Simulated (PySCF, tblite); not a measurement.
# C5H7O2S radical: geometry, infrared bands and EPR parameters

Wanted: the infrared bands and EPR parameters of C5H7O2S radical (`C/C=C(\[C]=O)[S@@](C)=O`), by calculation.

Computed with tblite 0.8.0 and PySCF 2.14.0, with density-fitted response routines of our own, on a single molecule in the gas phase. Atoms are numbered from 0 throughout.

### Step 1. Starting geometry

15 atoms, charge 0, multiplicity 2; geometry from: force field or distance geometry start.

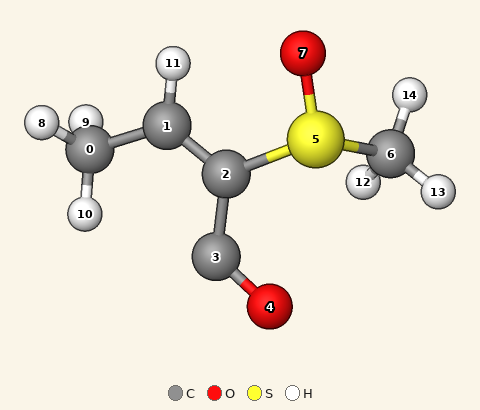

As it starts; carbon grey, oxygen red, sulfur yellow, hydrogen white, atoms numbered; sticks join atoms by distance.

### Step 2. Geometry optimisation with GFN2-xTB

Job settings and geometry (Å):

```
{"job": {"kind": "relax", "xc": "GFN2-xTB", "basis": "xTB"}, "charge": 0, "multiplicity": 2}
C      2.526700     0.125300     0.329100
C      1.091200     0.221100     0.731400
C      0.122300     0.485000    -0.107000
C      0.461000     0.714700    -1.514500
O     -0.403000     0.968900    -2.378500
S     -1.554300     0.571400     0.474800
C     -2.455100    -0.712000    -0.395100
O     -1.508600     0.353600     1.973500
H      3.140500     0.654700     1.089600
H      2.817600    -0.937700     0.396400
H      2.668900     0.566000    -0.667100
H      0.864300     0.045600     1.789700
H     -1.758500    -1.220700    -1.101900
H     -3.287500    -0.326000    -0.979300
H     -2.729800    -1.502000     0.337000
```

Started as:

```
> OMP_NUM_THREADS=1 python probes_run.py task.json out
```

This one command runs all jobs of the session in turn.

The log of the run:

```text
step      E/eV     max force
  0    -693.61812    4.494
  1    -693.97254    6.011
  2    -694.22975    1.731
  3    -694.30745    1.108
  4    -694.37129    0.947
  5    -694.46471    1.219
  6    -694.51235    1.710
  7    -694.59280    1.188
  8    -694.72463    0.827
  9    -694.76579    1.004
 10    -694.78905    0.515
 11    -694.80668    0.287
 12    -694.81305    0.279
 13    -694.82104    0.231
 14    -694.82889    0.246
 15    -694.83467    0.186
 16    -694.83729    0.128
 17    -694.83916    0.111
 18    -694.84134    0.134
 19    -694.84363    0.134
 20    -694.84542    0.105
 21    -694.84693    0.108
 22    -694.84867    0.104
 23    -694.85067    0.141
 24    -694.85227    0.117
 25    -694.85321    0.064
 26    -694.85380    0.063
 27    -694.85449    0.081
 28    -694.85521    0.073
 29    -694.85572    0.072
 30    -694.85609    0.054
 31    -694.85644    0.053
 32    -694.85674    0.057
 33    -694.85694    0.034
 34    -694.85705    0.031
 35    -694.85716    0.029
 36    -694.85728    0.031
 37    -694.85739    0.029
 38    -694.85749    0.028
 39    -694.85760    0.030
 40    -694.85775    0.028
 41    -694.85792    0.039
 42    -694.85805    0.038
 43    -694.85815    0.034
 44    -694.85823    0.032
 45    -694.85834    0.030
 46    -694.85845    0.027
 47    -694.85853    0.021
 48    -694.85859    0.019
 49    -694.85864    0.020
 50    -694.85870    0.026
 51    -694.85876    0.035
 52    -694.85881    0.033
 53    -694.85886    0.022
 54    -694.85891    0.018
 55    -694.85896    0.025
 56    -694.85904    0.049
 57    -694.85918    0.069
 58    -694.85937    0.073
 59    -694.85962    0.047
 60    -694.85986    0.037
 61    -694.86008    0.050
 62    -694.86032    0.074
 63    -694.86059    0.087
 64    -694.86085    0.041
 65    -694.86108    0.037
 66    -694.86128    0.074
 67    -694.86152    0.080
 68    -694.86186    0.104
 69    -694.86234    0.082
 70    -694.86278    0.063
 71    -694.86323    0.057
 72    -694.86355    0.075
 73    -694.86396    0.128
 74    -694.86466    0.059
 75    -694.86517    0.062
 76    -694.86528    0.148
 77    -694.86631    0.088
 78    -694.86704    0.089
 79    -694.86625    0.397
 80    -694.87049    0.140
 81    -694.87224    0.105
 82    -694.86481    0.541
 83    -694.87445    0.085
 84    -694.87566    0.081
 85    -694.87470    0.387
 86    -694.87863    0.087
 87    -694.87963    0.090
 88    -694.88153    0.151
 89    -694.88236    0.076
 90    -694.88322    0.062
 91    -694.88395    0.067
 92    -694.88541    0.097
 93    -694.88672    0.163
 94    -694.88846    0.184
 95    -694.88978    0.172
 96    -694.89088    0.111
 97    -694.89199    0.113
 98    -694.89433    0.104
 99    -694.89680    0.193
100    -694.89946    0.111
101    -694.90150    0.098
102    -694.90344    0.101
103    -694.90553    0.208
104    -694.90954    0.187
105    -694.91338    0.156
106    -694.91642    0.148
107    -694.91690    0.142
108    -694.91790    0.051
109    -694.91862    0.064
110    -694.91921    0.081
111    -694.91971    0.045
112    -694.91990    0.037
113    -694.92004    0.038
114    -694.92016    0.030
115    -694.92029    0.020
116    -694.92040    0.032
117    -694.92048    0.027
118    -694.92053    0.022
119    -694.92056    0.013
120    -694.92060    0.015
121    -694.92066    0.020
122    -694.92074    0.026
123    -694.92084    0.035
124    -694.92095    0.041
125    -694.92104    0.040
126    -694.92112    0.034
127    -694.92124    0.031
128    -694.92141    0.038
129    -694.92162    0.035
130    -694.92184    0.032
131    -694.92202    0.032
132    -694.92221    0.033
133    -694.92244    0.035
134    -694.92268    0.040
135    -694.92288    0.033
136    -694.92298    0.025
137    -694.92305    0.016
138    -694.92308    0.014
139    -694.92310    0.013
140    -694.92311    0.013
141    -694.92313    0.013
142    -694.92315    0.014
143    -694.92316    0.012
144    -694.92317    0.011
145    -694.92320    0.012
146    -694.92324    0.017
147    -694.92333    0.025
148    -694.92347    0.034
149    -694.92365    0.036
150    -694.92383    0.032
151    -694.92399    0.026
152    -694.92411    0.025
153    -694.92417    0.017
154    -694.92421    0.015
155    -694.92423    0.010
```

It took 0.89 s on 1 thread of Arm Neoverse V2, shared host.

Step by step: (not every step is listed)

| step | energy from step 0 (eV) | largest force (eV/Å) |
| --- | --- | --- |
| 0 | 0.0000 | 4.4943 |
| 1 | -0.3544 | 6.0113 |
| 2 | -0.6116 | 1.7312 |
| 3 | -0.6893 | 1.1077 |
| 4 | -0.7532 | 0.9470 |
| 5 | -0.8466 | 1.2192 |
| 6 | -0.8942 | 1.7103 |
| 7 | -0.9747 | 1.1878 |
| 8 | -1.1065 | 0.8265 |
| 22 | -1.2305 | 0.1041 |
| 36 | -1.2392 | 0.0309 |
| 50 | -1.2406 | 0.0257 |
| 64 | -1.2427 | 0.0412 |
| 78 | -1.2489 | 0.0888 |
| 92 | -1.2673 | 0.0965 |
| 106 | -1.2983 | 0.1482 |
| 120 | -1.3025 | 0.0149 |
| 134 | -1.3046 | 0.0400 |
| 148 | -1.3053 | 0.0337 |
| 150 | -1.3057 | 0.0318 |
| 151 | -1.3059 | 0.0260 |
| 152 | -1.3060 | 0.0253 |
| 153 | -1.3061 | 0.0175 |
| 154 | -1.3061 | 0.0146 |
| 155 | -1.3061 | 0.0100 |

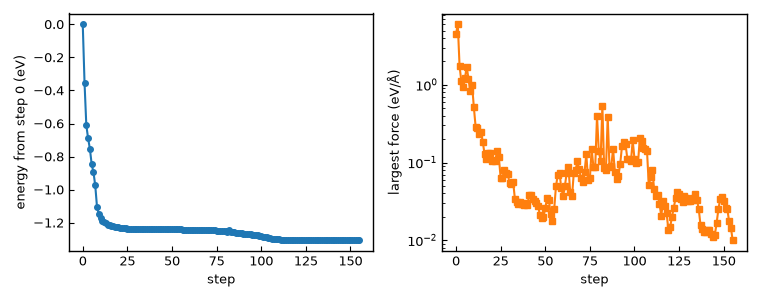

Energy and largest force along the relaxation.

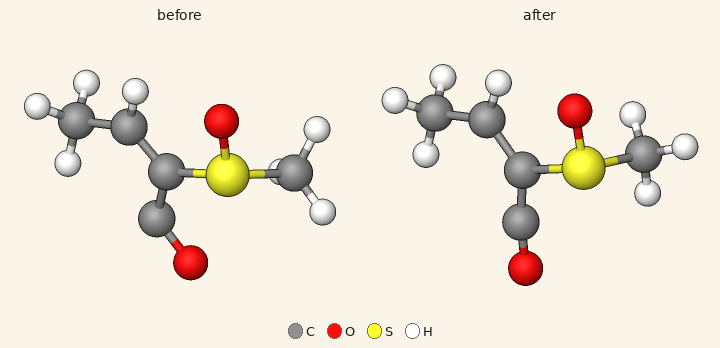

Before and after, at one scale.

Distances of close pairs at the start and the end, largest changes first:

| bond | before (Å) | after (Å) | change (Å) |
| --- | --- | --- | --- |
| C2–C3 | 1.466 | 1.316 | -0.150 |
| C2–S5 | 1.777 | 1.884 | +0.108 |
| C1–C2 | 1.308 | 1.384 | +0.076 |
| C3–O4 | 1.248 | 1.175 | -0.073 |
| S5–O7 | 1.515 | 1.454 | -0.061 |
| S5–C6 | 1.793 | 1.847 | +0.054 |
| C6–H12 | 1.115 | 1.085 | -0.031 |
| C6–H14 | 1.112 | 1.086 | -0.026 |

The next job starts from the end point, and lists it.

### Step 3. Harmonic vibrations with GFN2-xTB

Job settings and geometry (Å):

```
{"job": {"kind": "ir", "xc": "GFN2-xTB", "basis": "xTB"}, "charge": 0, "multiplicity": 2}
C      2.463386     0.058585     0.250233
C      1.035525     0.156669     0.644412
C      0.025652     0.601984    -0.190597
C      0.022890     1.040605    -1.431302
O     -0.107027     1.377790    -2.549077
S     -1.686608     0.695050     0.590926
C     -2.295442    -0.835489    -0.244651
O     -1.474576     0.322465     1.980677
H      3.090786     0.599526     0.961184
H      2.797258    -0.982304     0.259271
H      2.627585     0.465048    -0.744995
H      0.746997    -0.132804     1.642004
H     -1.627410    -1.658738    -0.016149
H     -2.334676    -0.652841    -1.312572
H     -3.288754    -1.047555     0.138724
```

The log of the run:

```text
mode    cm-1     km/mol
  1      29.6      6.37
  2      47.0      0.55
  3     102.5      2.12
  4     111.3      1.91
  5     149.5      3.52
  6     168.4      1.99
  7     199.1      5.50
  8     256.3      5.52
  9     293.6      1.98
 10     335.4      6.13
 11     376.1     10.13
 12     432.8     28.88
 13     467.6     22.51
 14     611.2     18.30
 15     662.2     35.27
 16     667.3     67.64
 17     871.7     32.91
 18     885.6     22.24
 19     953.7     31.19
 20    1001.3      1.94
 21    1037.0     32.50
 22    1145.2     47.30
 23    1155.7    265.25
 24    1283.7      6.73
 25    1302.5     35.69
 26    1397.3      7.61
 27    1432.9      5.98
 28    1436.1     11.93
 29    1444.7      7.91
 30    1466.8      4.49
 31    1490.9     19.74
 32    2172.2   1090.16
 33    2945.1     26.34
 34    2979.4     31.59
 35    3038.0     22.15
 36    3051.6      0.87
 37    3063.3      2.96
 38    3074.4      5.79
 39    3101.3      4.58
```

It took 0.43 s on 1 thread of Arm Neoverse V2, shared host.

Which atoms move in the most intense modes:

| cm⁻¹ | km/mol | atoms |
| --- | --- | --- |
| 662 | 35.3 | C1 26 %, C2 25 %, C3 20 % |
| 667 | 67.6 | C6 52 %, S5 31 % |
| 872 | 32.9 | H14 40 %, H12 33 %, C6 16 % |
| 1037 | 32.5 | H11 26 %, H10 19 %, H8 10 %, C1 10 % |
| 1145 | 47.3 | C1 22 %, C0 21 %, H11 17 %, H10 15 % |
| 1156 | 265.2 | O7 53 %, S5 29 % |
| 1302 | 35.7 | H11 49 %, C2 27 % |
| 2172 | 1090.2 | C3 69 %, O4 23 % |

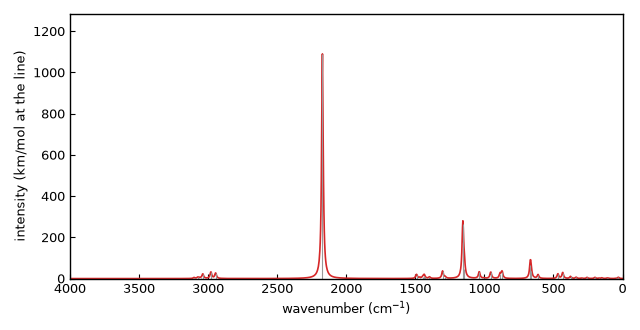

The infrared spectrum from these modes, unscaled. Lines are broadened to a width of 14 cm⁻¹ (Lorentzian).

### Step 4. g tensor and hyperfine couplings: B3LYP/pcH-1

Settings changed since step 3:

```diff
@@ -1,2 +1,2 @@
-{"job": {"kind": "ir", "xc": "GFN2-xTB", "basis": "xTB"}, "charge": 0, "multiplicity": 2}
+{"job": {"kind": "epr", "basis": "pcH-1"}, "charge": 0, "multiplicity": 2}
 C      2.463386     0.058585     0.250233
```

Level: UKS B3LYP, pcH-1 on C H O S, non-relativistic, mean-field spin-orbit, GIAO.

The log of the run:

```text
UKS, coarse grid
  cycle   1  E = -743.00352494  |g| = 8.56e-01
  cycle   2  E = -741.12857301  |g| = 2.26e+00
  cycle   3  E = -743.22305126  |g| = 3.46e-01
  cycle   4  E = -743.26683346  |g| = 1.92e-01
  cycle   5  E = -743.27746332  |g| = 9.05e-02
  cycle   6  E = -743.28066093  |g| = 2.06e-02
  cycle   7  E = -743.28085942  |g| = 7.60e-03
  cycle   8  E = -743.28089124  |g| = 3.21e-03
  cycle   9  E = -743.28089727  |g| = 1.24e-03
  cycle  10  E = -743.28089969  |g| = 4.11e-04
UKS, final grid
  cycle   1  E = -743.28090184  |g| = 5.81e-04
  cycle   2  E = -743.28090153  |g| = 1.07e-03
  cycle   3  E = -743.28090201  |g| = 1.70e-04
  cycle   4  E = -743.28090202  |g| = 5.14e-05
  cycle   5  E = -743.28090203  |g| = 3.95e-05
  cycle   6  E = -743.28090203  |g| = 1.70e-05
E = -743.28090203 Eh   <S^2> = 0.7643 (exact 0.7500)
g shifts (ppm)      1          2          3
  rmc          -183       -183       -183
  gc             43         -5         29
  oz_so       -4665         82       1555
  total       -4806       -106       1400
hyperfine (MHz)  atom isotope    a_iso     a_fc   dipolar eigenvalues
    0   13C     -24.74     -24.75     -1.53      0.53      0.99
    1   13C      65.47      65.50    -61.87    -60.32    122.19
    2   13C     -46.27     -46.27    -16.41      4.05     12.36
    3   13C      23.02      23.43    -30.24    -27.70     57.94
    4   17O     -13.63     -14.04    -56.45     27.62     28.83
    5   33S      -1.35      -1.35     -0.88     -0.44      1.32
    6   13C      -1.05      -1.05     -0.83      0.18      0.64
    7   17O       0.05       0.07     -1.39      0.54      0.84
    8    1H      68.75      68.75     -3.83     -3.04      6.88
    9    1H      82.51      82.51     -4.04     -2.70      6.74
   10    1H       2.78       2.77     -3.42     -2.07      5.49
   11    1H     -49.53     -49.56    -29.23      0.05     29.17
   12    1H       0.28       0.28     -2.09     -0.84      2.92
   13    1H       0.95       0.95     -1.66     -1.06      2.71
   14    1H      -1.35      -1.35     -0.83     -0.52      1.36
```

It took 1.9 min on 1 thread of Arm Neoverse V2, shared host; peak memory 0.97 GiB.

Principal g values 1.99751, 2.00221, 2.00372; g(iso) = 2.00115, against 2.00232 for a free electron.

Hyperfine couplings; where a row names several nuclei, a(iso) is their mean (it holds for fast rotation or exchange) and the dipolar term the largest among them:

| nuclei | isotope | a(iso) (MHz) | a(iso) (G, at g = 2.0023) | largest dipolar term (MHz) |
| --- | --- | --- | --- | --- |
| C1 | 13C | 65.5 | 23.4 | 122.2 |
| H8, H9, H10 | 1H | 51.3 | 18.3 | 6.9 |
| H11 | 1H | -49.5 | -17.7 | -29.2 |
| C2 | 13C | -46.3 | -16.5 | -16.4 |
| C0 | 13C | -24.7 | -8.8 | -1.5 |
| C3 | 13C | 23.0 | 8.2 | 57.9 |
| O4 | 17O | -13.6 | -4.9 | -56.5 |
| S5 | 33S | -1.4 | -0.5 | 1.3 |
| C6 | 13C | -1.0 | -0.4 | -0.8 |
| O7 | 17O | 0.0 | 0.0 | -1.4 |
| H12, H13, H14 | 1H | 0.0 | 0.0 | 2.9 |

Mulliken spin populations:

C0 -0.06; C1 0.77; C2 -0.16; C3 0.30; O4 0.13; S5 0.00; C6 0.00; O7 0.00; H8 0.03; H9 0.03; H10 0.00; H11 -0.03; H12 0.00; H13 0.00; H14 0.00

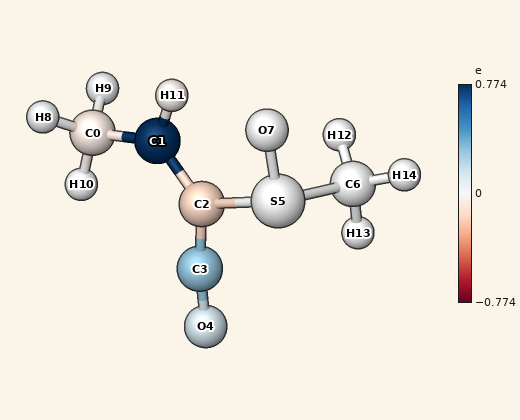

Mulliken spin populations, as colours on the atoms.

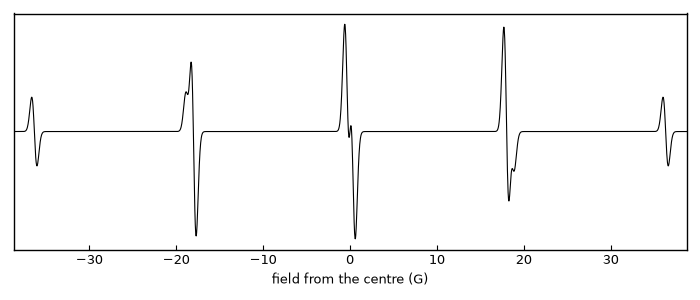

First-order isotropic spectrum (first derivative, main isotopes with spin only, couplings over 0.8 MHz, Gaussian width 0.3 G; couplings of the frozen geometry, rotation of groups not averaged beyond the rows shown).

Orbitals, density, ELF and potential are computed afterwards from the orbital file.

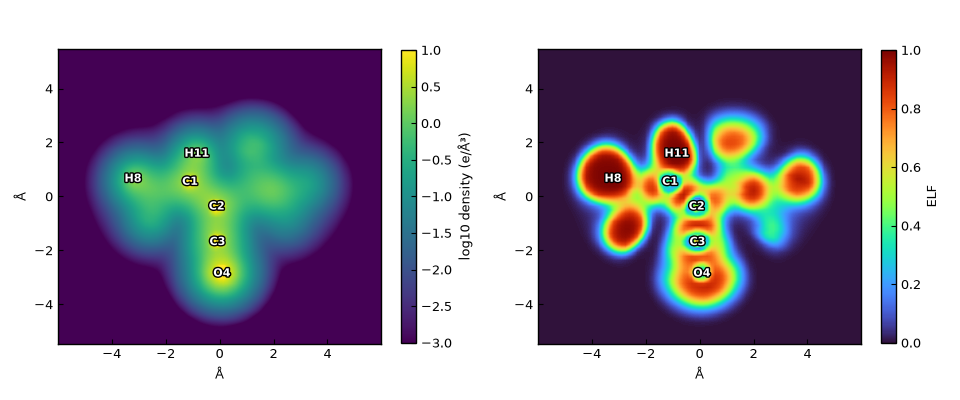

Density (left) and ELF (right) in a plane through or near 6 of the atoms.

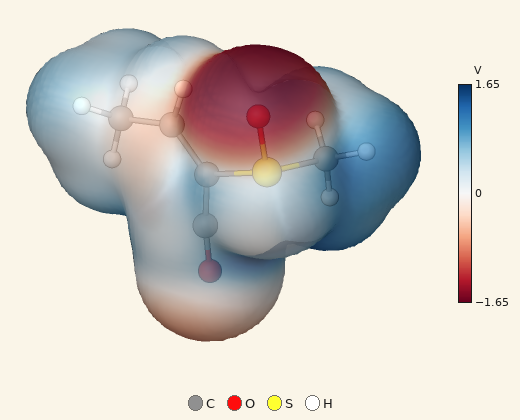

The potential that a unit positive charge feels on the 0.002 e/bohr³ surface, from -1.65 V near O7 to 1.40 V near H13.

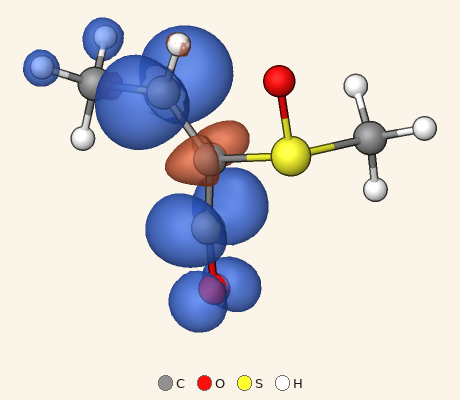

Spin density at ±0.03 e/Å³ (alpha excess blue, beta excess red).

### Step 5. Summary of results

| quantity | value |
| --- | --- |
| strongest single infrared mode (GFN2-xTB) | 2172 cm⁻¹, 1090 km/mol |
| zero-point energy (GFN2-xTB) | 66.7 kcal/mol |
| g(iso) (B3LYP) | 2.00115 |
| ⟨S²⟩ | 0.764 (exact 0.75) |
| largest a(iso) (averaged by class) | 13C on C1, 65.5 MHz |
| surface potential, least and greatest | -1.65 V and 1.40 V |

In words: Relaxing lowered the energy by 1.306 eV in 155 steps; the close pair that moved most is C2–C3, from 1.466 to 1.316 Å. No mode is imaginary among the 39: a minimum at this level. The strongest single mode, at 2172 cm⁻¹, moves mainly C3. Unscaled tight-binding wavenumbers are off by several per cent, some by more. Its intensities can rank the bands wrongly. The largest share of the spin, 0.77 e, sits on C1. The isotropic g lies 1.2 ppt below the free-electron value.
